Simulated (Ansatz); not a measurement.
The starting structures come from a database of crystals and need not be the phases stable at ambient conditions.

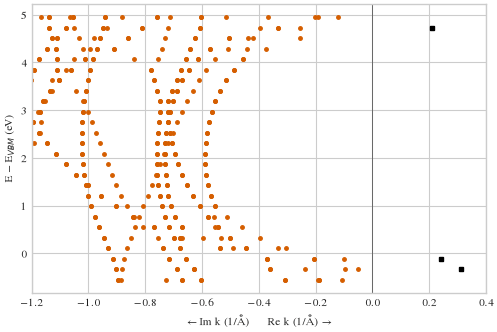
*Complex bands at the centre of the two-dimensional zone; r2SCAN (Ansatz, a program for electronic structure)*

The gap is the functional's own. No spin-orbit coupling. Mid-gap values are interpolated on the energy grid.

Q: This is CsReO4 (I4_1/amd, not sure to be the ambient phase, 12 atoms a cell, 21.4 Å³ an atom, -2 GPa at this level) along the normal of (101). Read off the slowest decay at the centre of the two-dimensional zone at 2.31 eV, the computed energy nearest the middle of the gap.

A: κ ≈ 0.59 1/Å, a decay length 1/(2κ) of the density of 0.85 Å.
